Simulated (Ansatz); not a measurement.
# S2O (Disulfur monoxide): levels of theory compared

Wanted: a comparison of 6 runs (B2PLYP/STO-3G, PBE0/STO-3G, r2SCAN/STO-3G, MP2/STO-3G, UCCSD(T)/STO-3G, FCI/STO-3G) of S2O (Disulfur monoxide). 

The calculation is run with Ansatz 0.2.0.

54 further runs of the same task are left out: 21 that didn't finish, 33 set aside as unsound or not needed.

## 1. The molecule

S2O: 3 atoms, total charge 0, spin state singlet. SMILES: `O=S=S`. The S3–S2 distance was set to 4.700 Å, away from the relaxed value. At this shape a bond of the SMILES string is far longer than usual.

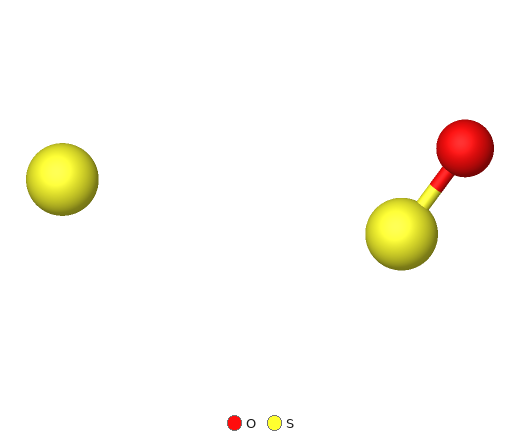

The structure, seen from a chosen angle (oxygen red, sulfur yellow).

## 2. The energy at B2PLYP/STO-3G (run 1)

input.yaml

```yaml
crystal:
  periodic: [false, false, false]
  atoms:
    - {symbol: O, position_ang: [2.716400, 2.393510, 1.679735]}
    - {symbol: S, position_ang: [2.793890, 0.983980, 1.335505]}
    - {symbol: S, position_ang: [-0.980740, -0.998510, -0.642110]}
basis:
  gaussian: {orbitals: STO-3G}
total_charge: 0
accuracy: high
correlation: {frozen_orbitals: {O: 1, S: 5}}
hamiltonian: {xc: {name: B2PLYP}}
```

Launch:

```console
ansatz run input.yaml --threads 1 --pin off --max-ram 3480MiB --events-out events.jsonl --progress --plain --runs-dir runs
```

The program printed:

```text
Warning: RAYON_NUM_THREADS=1 ignored (pool sized by the plan → 1); use --threads N
Functional definition: B2PLYP
  name "B2PLYP"
  parameter a = 0.53
  parameter c = 0.27
  exchange = (1 - a)*b88_x + a*exact_x
  correlation = (1 - c)*lyp_c + c*(mp2_os + mp2_ss)
359 factors; integrals over basis functions are off by at most 3.1e-8 eV
mean field evaluation 1: about -23391.5435 eV, gradient 1.8e1 eV
mean field evaluation 2: about -23391.5296 eV, gradient 1.8e1 eV
mean field evaluation 4: about -23368.0120 eV, gradient 9.6e1 eV
mean field evaluation 8: about -23428.6331 eV, gradient 1.0e0 eV
mean field evaluation 16: about -23428.6322 eV, gradient 1.2e-4 eV
mean field evaluation 32: about -23428.6337 eV, gradient 6.6e-2 eV
mean field evaluation 64: about -23428.6322 eV, gradient 1.2e-3 eV
mean field evaluation 96: about -23385.7688 eV, gradient 1.9e1 eV
mean field evaluation 128: about -23414.2948 eV, gradient 1.2e1 eV
mean field evaluation 160: about -23428.6314 eV, gradient 1.8e-2 eV
mean field evaluation 192: about -23428.6310 eV, gradient 1.4e-2 eV
mean field evaluation 224: about -23428.6327 eV, gradient 2.0e-3 eV
mean field evaluation 256: about -23428.6340 eV, gradient 2.4e-3 eV
mean field -23428.63404205 eV, -860.9864205468 hartree, gradient 2.5e-8 eV, S^2 0.000000; 14 other end points of the search recorded, 0 dependent functions left out; unrestricted orbitals would lower it
11 core orbitals not correlated: weight in the atoms' cores, before any rotation towards them, 1.000 or more for the frozen orbitals, at most 0.000 for the correlated occupied ones
reference -23428.63406024 eV, -860.9864212153 hartree; 9, 9 occupied and 3, 3 virtual orbitals, 359 factors
second order -4.07792909 eV of doubles, -0.00000000 eV of singles
Total energy: -23429.73510109 eV, -861.0268837203 hartree
```

It took 44 s on 1 thread of Arm Neoverse V1, shared host; peak memory 0.1 GiB.

## 3. A single-point energy at PBE0/STO-3G (run 2)

molecule.yaml

```yaml
crystal:
  periodic: [false, false, false]
  atoms:
    - {symbol: O, position_ang: [2.716400, 2.393510, 1.679735]}
    - {symbol: S, position_ang: [2.793890, 0.983980, 1.335505]}
    - {symbol: S, position_ang: [-0.980740, -0.998510, -0.642110]}
basis:
  gaussian: {orbitals: STO-3G}
hamiltonian: {xc: pbe0}
accuracy: high
```

Launch:

```console
ansatz run molecule.yaml --threads 1 --pin off --max-ram 3480MiB --events-out events.jsonl --progress --plain --runs-dir runs
```

The program printed:

```text
Warning: RAYON_NUM_THREADS=1 ignored (pool sized by the plan → 1); use --threads N
Functional definition: PBE0
  name "PBE0"
  parameter a = 0.25
  parameter kappa = 0.804
  parameter beta = 0.06672455060314922
  exchange = (1 - a)*pbe_x(kappa = kappa, mu = beta*pi^2/3) + a*exact_x
  correlation = pbe_c(beta = beta)
359 factors; integrals over basis functions are off by at most 3.1e-8 eV
mean field evaluation 1: about -23394.9801 eV, gradient 1.9e1 eV
mean field evaluation 2: about -23239.2756 eV, gradient 3.0e1 eV
mean field evaluation 4: about -23385.3362 eV, gradient 6.8e1 eV
mean field evaluation 8: about -23429.9977 eV, gradient 1.4e1 eV
mean field evaluation 16: about -23431.3095 eV, gradient 1.5e-3 eV
mean field evaluation 32: about -23431.3141 eV, gradient 2.7e-2 eV
mean field evaluation 64: about -23431.3018 eV, gradient 2.9e-1 eV
mean field -23431.30948677 eV, -861.0847413268 hartree, gradient 7.3e-8 eV, S^2 0.000000; 4 other end points of the search recorded, 0 dependent functions left out
reference -23431.30948795 eV, -861.0847413702 hartree; 20, 20 occupied and 3, 3 virtual orbitals, 359 factors
Total energy: -23431.30948795 eV, -861.0847413702 hartree
```

Wall time 7.8 s (1 thread of Arm Neoverse V1, shared host); peak memory 0.093 GiB.

## 4. A single-point energy at r2SCAN/STO-3G (run 3)

in.yaml

```yaml
crystal:
  periodic: [false, false, false]
  atoms:
    - {symbol: O, position_ang: [2.716400, 2.393510, 1.679735]}
    - {symbol: S, position_ang: [2.793890, 0.983980, 1.335505]}
    - {symbol: S, position_ang: [-0.980740, -0.998510, -0.642110]}
basis:
  gaussian: {orbitals: STO-3G}
hamiltonian: {xc: {name: r2SCAN}}
magnetization: {spin_polarized: false}
accuracy: high
```

Launch:

```console
ansatz run in.yaml --threads 1 --pin off --max-ram 3480MiB --events-out events.jsonl --progress --plain --runs-dir runs
```

The program printed, cut to the lines that bear on the results:

```text
Warning: RAYON_NUM_THREADS=1 ignored (pool sized by the plan → 1); use --threads N
Functional definition: r2SCAN
  name "r2SCAN"
[...]
359 factors; integrals over basis functions are off by at most 3.1e-8 eV
[...]
mean field -23439.54676664 eV, -861.3874557786 hartree, gradient 2.2e-8 eV, S^2 0.000000; 4 other end points of the search recorded, 0 dependent functions left out
reference -23439.54676691 eV, -861.3874557887 hartree; 20, 20 occupied and 3, 3 virtual orbitals, 359 factors
Total energy: -23439.54676691 eV, -861.3874557887 hartree
```

It took 58 s on 1 thread of Arm Neoverse V1, shared host; peak memory 0.13 GiB.

Runs 4 to 5 aren't shown in full; the table further down has their settings and results.

## 5. The energy at FCI/STO-3G (run 6)

job.yaml

```yaml
crystal:
  periodic: [false, false, false]
  atoms:
    - {symbol: O, position_ang: [2.716400, 2.393510, 1.679735]}
    - {symbol: S, position_ang: [2.793890, 0.983980, 1.335505]}
    - {symbol: S, position_ang: [-0.980740, -0.998510, -0.642110]}
basis:
  gaussian: {orbitals: STO-3G}
correlation: {method: fci, frozen_orbitals: {O: 1, S: 5}}
accuracy: high
```

Launch:

```console
ansatz run job.yaml --threads 1 --pin off --max-ram 3480MiB --events-out events.jsonl --progress --plain --runs-dir runs
```

The program printed:

```text
Warning: RAYON_NUM_THREADS=1 ignored (pool sized by the plan → 1); use --threads N
[... 32 lines left out ...]
11 core orbitals not correlated: weight in the atoms' cores, before any rotation towards them, 1.000 or more for the frozen orbitals, at most 0.000 for the correlated occupied ones
[... 2 lines left out ...]
11 core orbitals not correlated: weight in the atoms' cores, before any rotation towards them, 1.000 or more for the frozen orbitals, at most 0.000 for the correlated occupied ones
[... 1 line left out ...]
Total energy: -23406.28904322 eV, -860.1652569856 hartree
```

Wall time 3.3 s (1 thread of Arm Neoverse V1, shared host).

## 6. All runs side by side

```
run            level  frozen core orbitals  energy (Eh)  wall time
  1    B2PLYP/STO-3G                    11  -861.026884       44 s
  2      PBE0/STO-3G                     –  -861.084741      7.8 s
  3    r2SCAN/STO-3G                     –  -861.387456       58 s
  4       MP2/STO-3G                    11  -860.020987      1.5 s
  5  UCCSD(T)/STO-3G                    11  -860.164417      5.4 s
  6       FCI/STO-3G                    11  -860.165257      3.3 s
```

## 7. Results

```
                                           quantity          value
                                run 6: total energy  -860.16526 Eh
run 6: correlation energy (11 core orbitals frozen)     -252.8 mEh
```

**Reading.** Against full CI in this basis: MP2 +144.3 mEh; UCCSD(T) +0.8 mEh. Totals of different functionals can't be ranked against each other. In runs 1, 4 the log says that unrestricted orbitals would lower the reference, so the values rest on an unstable closed-shell determinant (other closed-shell runs at this shape may share the fault). In runs 1, 2, 3, 4, 5, 6 the basis is minimal, so the values are rough. In runs 1, 2, 3, 4 a closed-shell determinant meets a far-stretched bond, which it describes badly. Spin contamination of the reference: run 5 ⟨S²⟩ = 2.00. Where it is this large, the reference is a mixture of spin states, and values that rest on it are in doubt. All runs together took 2 min, the longest 58 s.
